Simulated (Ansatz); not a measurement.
## Electronic structure of CBCu (triplet) in real space

```xyz
3

C    -1.0424   -0.5429    0.1895
B     0.1682   -0.6482   -0.6492
Cu    0.1412    0.7881    0.8480
```

Geometry: BLYP-D3(BJ)/def2-SVP.

These are results of isolated molecule in a Gaussian basis; Kohn-Sham density functional theory, functional PBE0 (Ansatz), not measurements.

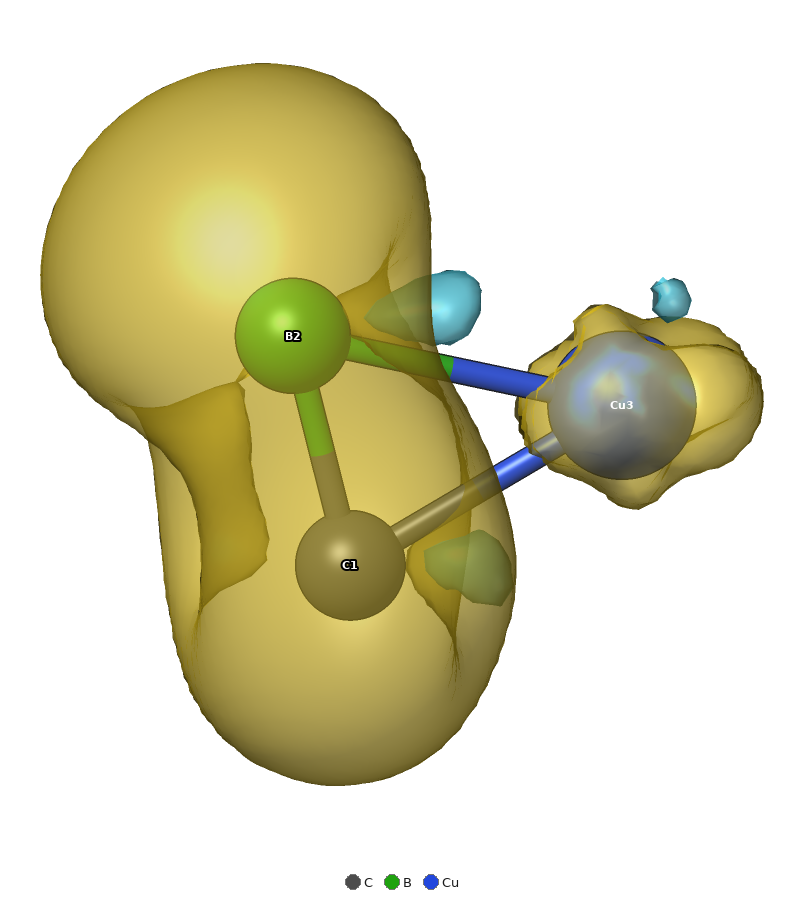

Figure 1. Isosurfaces of the spin density (α minus β) at +0.02 (yellow) and −0.02 e/Å³ (cyan), seen at a tilt.

Where is the unpaired spin?

Answer. The unpaired spin (2 electrons) lies mostly on B2 (about 1.0), C1 (about 0.9) and Cu3 (about 0.2), in electrons by Hirshfeld's partition.

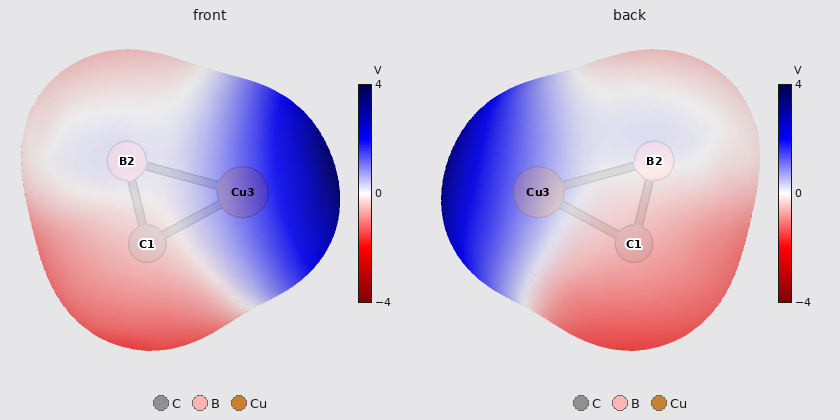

Figure 2. The molecular electrostatic potential painted on the density surface at 0.002 e/bohr³, seen from the front and from behind; red is negative and blue positive.

Describe the electrostatic potential map.

Answer. The most negative region (about −1.4 V, or −32 kcal/mol for a unit charge) lies over C1, the most positive (about +3.6 V, or +83 kcal/mol for a unit charge) over Cu3.

What dipole moment does the calculation give?

Answer. Its dipole moment is 3.74 D.

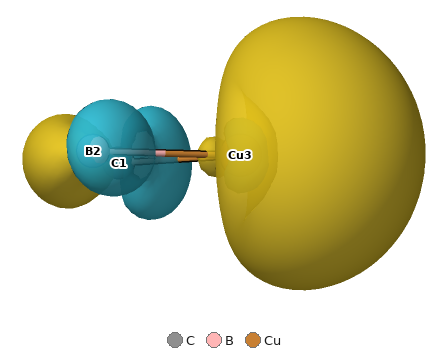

Figure 3. The LUMO (α) at ±0.1 Å⁻³ᐟ² (yellow and cyan are the two phases), seen from one side.

What is the character of this orbital?

Answer. By Hirshfeld shares it lies mainly on Cu3 (about 80 %), C1 (about 10 %) and B2 (about 10 %). Its energy is −2.41 eV.
